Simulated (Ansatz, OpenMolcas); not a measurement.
SnH3OF (SMILES [OH][SnH2][F]): the electronic atomisation energy, rung by rung

SnH3OF: 6 atoms, total charge 0, spin state singlet. SMILES: `[OH][SnH2][F]`. The shape is that of a PBE0-D4/def2-TZVP optimisation. This is one conformer, not always the lowest.

```xyz
6

O    -1.4144   -0.3330   -0.4250
Sn    0.3023    0.2559    0.2837
F     1.4091   -1.3151    0.3021
H    -1.3686   -0.6857   -1.3167
H     1.0961    1.3171   -0.7821
H     0.0175    0.6967    1.8919
```

Quantity: the electronic atomisation energy, in eV. The values are calculated. Electronic energies at fixed atoms, without zero-point motion or spin-orbit coupling.

| level | kind | program | value (eV) | less CCSD(T)/def2-SVPD | CPU time (all runs) |
| --- | --- | --- | --- | --- | --- |
| HF/def2-SVPD (core potential) | Hartree–Fock | Ansatz | 12.05 | -5.50 | 4.4 s |
| TPSS/def2-SVPD (core potential) | meta-GGA | OpenMolcas | 18.18 | +0.63 | 79 s |
| r2SCAN/def2-SVPD (core potential) | meta-GGA | Ansatz | 18.04 | +0.49 | 24 s |
| B3LYP/def2-SVPD (core potential) | global hybrid | OpenMolcas | 17.79 | +0.24 | 56 s |
| CAM-B3LYP/def2-SVPD (core potential) | range-separated hybrid | Ansatz | 18.11 | +0.56 | 13 s |
| wB97X/def2-SVPD (core potential) | range-separated hybrid | Ansatz | 18.32 | +0.77 | 41 s |
| PBE-QIDH/def2-SVPD (core potential) | double hybrid | Ansatz | 17.68 | +0.13 | 15 s |
| CCSD(T)/def2-SVPD (core potential) | coupled cluster or CI | Ansatz | 17.55 | 0.00 | 50 s |

CCSD(T)/def2-SVPD (core potential) is the highest level here, not the true value. The values span 12.05 to 18.32 eV. In the correlated wave-function rows the outer d shell of Sn is correlated, in sets not made for it. CPU times are rough (shared hosts, several kinds of processor and program).

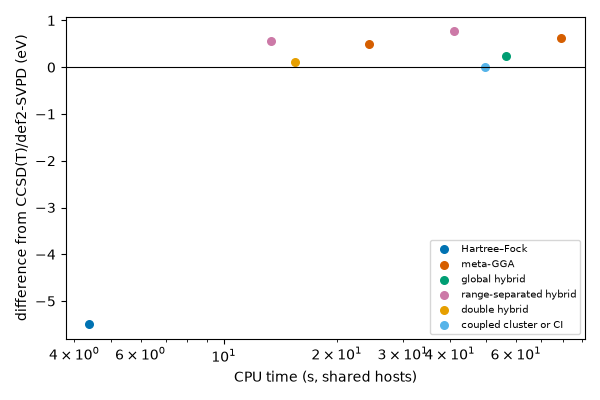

Difference from CCSD(T)/def2-SVPD against processor time, one point a level.
